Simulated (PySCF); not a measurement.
C2H3F3Si2, SMILES F[Si](F)(F)[SiH2]C#C, singlet at its PBE/def2-SVP optimised geometry (Å):

```
10

C      1.7706    -1.6958     0.1709
C      1.4045    -0.5253     0.0977
Si     0.8073     1.2027     0.0000
Si    -1.5327     1.2027     0.0000
F     -2.0977     2.7260     0.0000
F     -2.1485     0.4655    -1.3084
F     -2.1502     0.4610     1.3049
H      2.0977    -2.7260     0.2361
H      1.2788     1.8594    -1.2660
H      1.2797     1.9940     1.1863
```

Calculation: PySCF with PBE/def2-TZVP. Cells within 0.4 Å of a nucleus heavier than hydrogen are left out (blank, or x).

Map of the deformation density (molecule minus spherical neutral atoms) (e/bohr³) on the plane z = 0.0 Å:

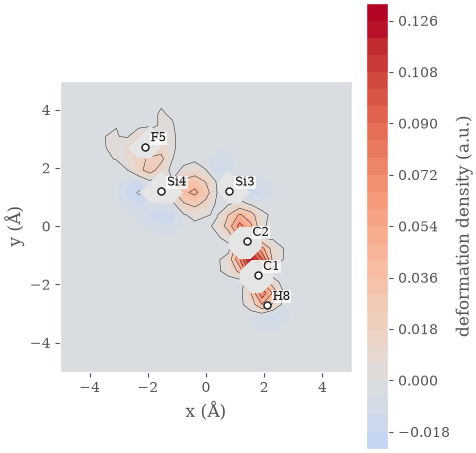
Figure: Deformation density (molecule minus spherical neutral atoms) (e/bohr³) on the plane z = 0.0 Å.
